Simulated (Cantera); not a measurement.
Charge: 1 mol C3H8, 2.1 mol NH3, 7.4 mol H2, 1.4 mol CO2, held at 0.133 bar.

Cantera equilibrium calculation (NASA polynomials, part measured and part estimated; ideal gas, pure solids and liquids). Candidate condensed phases: C, C6H6, C7H8, C8H18, H2O; 136 gas species. Equilibrium is a limit: real reactors are often held back by kinetics, nucleation or transport.

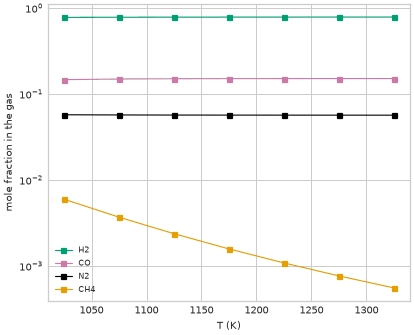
Equilibrium gas composition (values under 1e-9 drawn at 1e-9)

Question: Read off the mole fractions at 1325 K.

Answer: H2 about 0.79, CO about 0.15, N2 about 0.057, CH4 about 0.00056.
